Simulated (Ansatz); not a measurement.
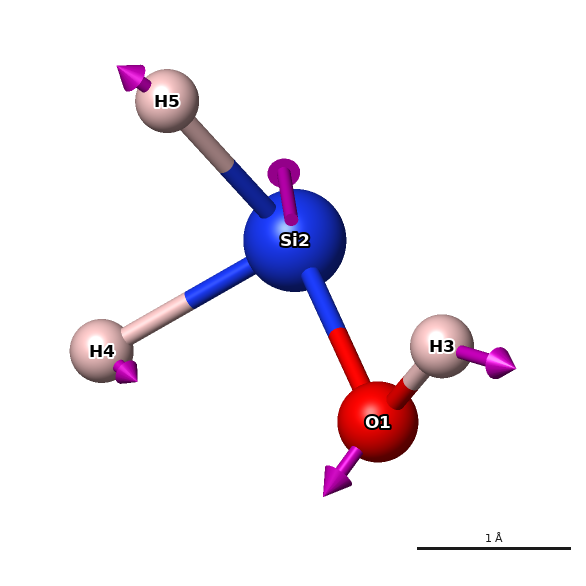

Arrows show the forces on the atoms, 2 Å of arrow for 1 eV/Å; forces under a tenth of the largest aren't drawn. State: charge −1, singlet. Level of theory: B3LYP-D4/def2-TZVPPD (Ansatz 0.2.0).

Q: On which atom is the force largest, and how large is it?

A: On Si2: 0.43 eV/Å.

Q: Along which bond is the force strongest?

A: O1–Si2, now 1.759 Å: the forces push its atoms apart, so a first step downhill lengthens it.

List the force components in the frame of the picture (x right, y up, z towards the viewer), in eV/Å.

```tsv
atom	Fx	Fy	Fz
O1	−0.11	−0.15	0.06
Si2	−0.03	0.19	−0.39
H3	0.18	−0.05	0.20
H4	0.06	−0.05	0.07
H5	−0.10	0.07	0.07
```
